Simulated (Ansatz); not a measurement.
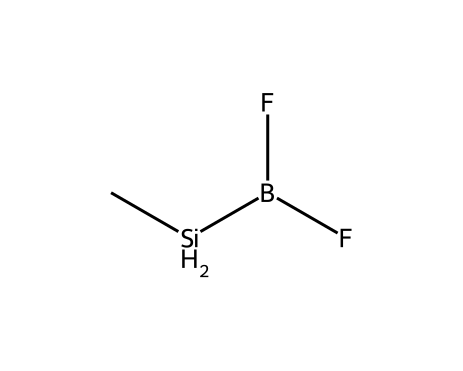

(Drawn from a calculation with Ansatz.)

A structural formula.

Q: Give its SMILES.

A: C[SiH2]B(F)F

Q: What is the molecular formula?

A: CH5BF2Si.

Q: An optimisation with PBE0-D4/def2-TZVP gave a structure of which point group?

A: Cs. Other conformers may differ.
